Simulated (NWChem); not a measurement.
**One shape, several levels: C2H5O− (ethanolate)**

Wanted: a comparison of 6 runs (HF/STO-3G, PBE/3-21G, B3LYP/cc-pVDZ, MP2/def2-SVPD, CCSD(T)/6-31G, CCSD(T)/def2-SVPD) of C2H5O− (ethanolate). 

Program for the calculation: NWChem 7.3.0.

2 further runs of the same task are left out: 2 set aside as unsound or not needed. Runs told in other sessions of the task aren't counted.

**1. The molecule**

C2H5O−: 8 atoms, total charge -1, spin state singlet. As SMILES, `CC[O-]`. Geometry: relaxed at PBE0-D4/def2-TZVPD.

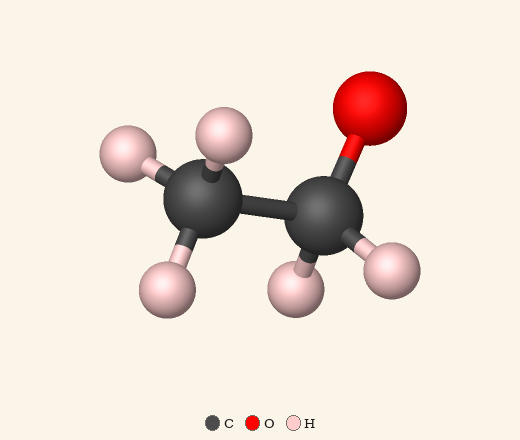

Viewed from a chosen angle; carbon dark grey, oxygen red, hydrogen pink.

**2. Energy and forces at HF/STO-3G (run 1)**

Contents of mymol.nw:

```
start mymol
title "C2H5O"
memory stack 880 mb heap 220 mb global 1100 mb
charge -1

geometry noautosym nocenter noautoz
 C    -0.440680    0.576090   -0.258010
 C     0.455590   -0.573780    0.261950
 O     1.696460   -0.210870    0.553250
 H    -1.463760    0.234370   -0.488810
 H     0.003400    1.006710   -1.163790
 H    -0.492690    1.370710    0.496300
 H     0.369470   -1.383990   -0.532330
 H    -0.127780   -1.019260    1.131420
end

basis spherical bse
 * library STO-3G
end

scf
 thresh 1e-08
 maxiter 80
 noprint "final vectors analysis"
end

task scf gradient
```

Command:

```
$ nwchem mymol.nw > mymol.out
```

Standard output:

```text
[...]
  functions       =    20
[...]
  wavefunction    = RHF
[...]
         Total SCF energy =   -151.290383224052
      One-electron energy =   -363.677292110154
      Two-electron energy =    137.975286160901
 Nuclear repulsion energy =     74.411622725201
        Time for solution =      0.4s
[...]
                         RHF ENERGY GRADIENTS
    atom               coordinates                        gradient
                 x          y          z           x          y          z
   1 C      -0.832764   1.088652  -0.487568    0.029226  -0.019297   0.012953
   2 C       0.860940  -1.084287   0.495014   -0.017006   0.033392  -0.012404
   3 O       3.205845  -0.398487   1.045491   -0.035037  -0.009662  -0.008354
   4 H      -2.766105   0.442895  -0.923717   -0.007641  -0.010298  -0.000024
   5 H       0.006425   1.902406  -2.199244    0.007365   0.001478  -0.005995
   6 H      -0.931049   2.590266   0.937871    0.003228   0.004522   0.007855
   7 H       0.698197  -2.615362  -1.005958    0.010776  -0.000685   0.000161
   8 H      -0.241469  -1.926122   2.138074    0.009088   0.000549   0.005808
[...]
```

Run time: 1 s. Hardware: 1 thread of Intel Xeon 6975P-C (Granite Rapids), shared host; peak memory 0.1 GiB.

**3. Energy and gradient at PBE/3-21G (run 2)**

Contents of mol.xyz:

```xyz
8

C     -0.440680     0.576090    -0.258010
C      0.455590    -0.573780     0.261950
O      1.696460    -0.210870     0.553250
H     -1.463760     0.234370    -0.488810
H      0.003400     1.006710    -1.163790
H     -0.492690     1.370710     0.496300
H      0.369470    -1.383990    -0.532330
H     -0.127780    -1.019260     1.131420
```

Contents of mol.nw:

```
start mol
memory stack 880 mb heap 220 mb global 1100 mb
charge -1
geometry units angstrom noautosym nocenter noautoz
 load mol.xyz
end
basis spherical bse
 * library 3-21G
end
dft
 xc xpbe96 cpbe96
 grid xfine
 convergence energy 1e-08
 maxiter 100
 mulliken
end
task dft gradient
```

Command:

```
$ nwchem mol.nw > mol.out
```

Standard output:

```text
[...]
          Wavefunction type:  closed shell.
          No. of atoms     :     8
          No. of electrons :    26
[...]
          Charge           :    -1
          Spin multiplicity:     1
[...]
          AO basis - number of functions:    37
[...]
              XC Information
              --------------
          PerdewBurkeErnzerhof Exchange Functional  1.000
            Perdew 1991 LDA Correlation Functional  1.000 local
           PerdewBurkeErnz. Correlation Functional  1.000 non-local
[...]
 d= 0,ls=0.0,diis     1   -153.1783899671 -2.28D+02  1.31D-01  1.08D+00     0.9
[...]
 d= 0,ls=0.0,diis    11   -153.3285640804 -1.63D-09  2.80D-07  3.96D-11     7.7
         Total DFT energy =     -153.328564080388
      One electron energy =     -362.442914370456
           Coulomb energy =      156.048399740671
    Exchange-Corr. energy =      -21.345672175803
 Nuclear repulsion energy =       74.411622725201
[...]
      Total Density - Mulliken Population Analysis
     ---------------------------------------------
    Atom       Charge   Shell Charges
 -----------   ------   -------------------------------------------------------
    1 C    6     6.59   1.99  0.37  1.64  1.11  1.48
    2 C    6     6.02   1.99  0.38  1.61  0.91  1.13
    3 O    8     8.66   1.98  0.41  2.11  1.54  2.61
    4 H    1     0.93   0.47  0.46
    5 H    1     0.87   0.47  0.40
    6 H    1     0.87   0.47  0.40
    7 H    1     1.03   0.47  0.56
    8 H    1     1.03   0.47  0.56
[...]
  wavefunction    = closed shell
                         DFT ENERGY GRADIENTS
    atom               coordinates                        gradient
                 x          y          z           x          y          z
   1 C      -0.832764   1.088652  -0.487568    0.013196  -0.002444   0.004472
   2 C       0.860940  -1.084287   0.495014   -0.028467   0.000008  -0.008511
   3 O       3.205845  -0.398487   1.045491   -0.021915  -0.012195  -0.003876
   4 H      -2.766105   0.442895  -0.923717    0.009863   0.000974   0.002734
   5 H       0.006425   1.902406  -2.199244   -0.004808  -0.002614   0.005839
   6 H      -0.931049   2.590266   0.937871   -0.001287  -0.005191  -0.005941
   7 H       0.698197  -2.615362  -1.005958    0.013382   0.013173   0.013775
   8 H      -0.241469  -1.926122   2.138074    0.020036   0.008289  -0.008490
[...]
```

Run time: 9.6 s. Hardware: 1 thread of Intel Xeon 6975P-C (Granite Rapids), shared host; peak memory 0.14 GiB.

Runs 3 to 5 aren't shown in full; the table further down has their settings and results.

**4. A single-point energy at CCSD(T)/def2-SVPD (run 6)**

Contents of input.nw:

```
echo
start input
title "C2H5O"
memory stack 880 mb heap 220 mb global 1100 mb
charge -1

geometry units angstrom noautosym nocenter noautoz
C    -0.440680    0.576090   -0.258010
C     0.455590   -0.573780    0.261950
O     1.696460   -0.210870    0.553250
H    -1.463760    0.234370   -0.488810
H     0.003400    1.006710   -1.163790
H    -0.492690    1.370710    0.496300
H     0.369470   -1.383990   -0.532330
H    -0.127780   -1.019260    1.131420
end

basis "ao basis" spherical bse
* library def2-SVPD
end

scf
thresh 1e-08
maxiter 80
end

ccsd
freeze core 3
maxiter 60
end

task ccsd(t) energy
```

Command:

```
$ nwchem input.nw > input.out
```

Standard output:

```text
[...]
  functions       =   103
[...]
  wavefunction    = RHF
[...]
         Total SCF energy =   -153.347073687414
      One-electron energy =   -362.418894723688
      Two-electron energy =    134.660198311073
 Nuclear repulsion energy =     74.411622725201
        Time for solution =     12.1s
[...]
 Total MP2 energy:           -153.868655685667221
[...]
             energy      energy      error      ampl     ampl      Block
                                                time     time      time
[...]
 Total CCSD energy:           -153.897210156379231
[...]
 Total CCSD+T(CCSD) energy:           -153.918058953434951
[...]
 Total CCSD(T) energy:                -153.916136369008001
[...]
```

It took 2.5 min on 1 thread of Intel Xeon 6975P-C (Granite Rapids), shared host; peak memory 0.32 GiB.

**5. All runs side by side**

```
run              level  iteration cap   module  energy (Eh)  largest force (eV/Å)  wall time
  1          HF/STO-3G             80      scf  -151.290383                 2.030        1 s
  2          PBE/3-21G            100      dft  -153.328564                 1.528      9.6 s
  3      B3LYP/cc-pVDZ            100      dft  -154.406003                 1.612       23 s
  4      MP2/def2-SVPD             80      mp2  -153.868656                 0.887       29 s
  5      CCSD(T)/6-31G             80  ccsd(t)  -153.713432                     –      7.2 s
  6  CCSD(T)/def2-SVPD             80  ccsd(t)  -153.916136                     –    2.5 min
```

**6. Summary of results**

| quantity | value |
| --- | --- |
| run 6: total energy | -153.91614 Eh |
| run 6: HOMO energy (Hartree–Fock orbitals) | -3.06 eV |
| run 6: LUMO energy (Hartree–Fock orbitals) | 6.88 eV |
| run 6: HOMO–LUMO gap (to an unbound level, set by the basis) | 9.94 eV |
| run 6: correlation energy (3 core orbitals frozen) | -569.1 mEh |
| run 6: (T) correction | -18.93 mEh |

**Reading.** Totals of different functionals can't be ranked against each other. In runs 2, 3 the HOMO lies above zero, from self-interaction, a short basis or an electron that isn't bound. In run 1 the basis is minimal, so the values are rough. All runs together took 3.7 min, the longest 2.5 min.
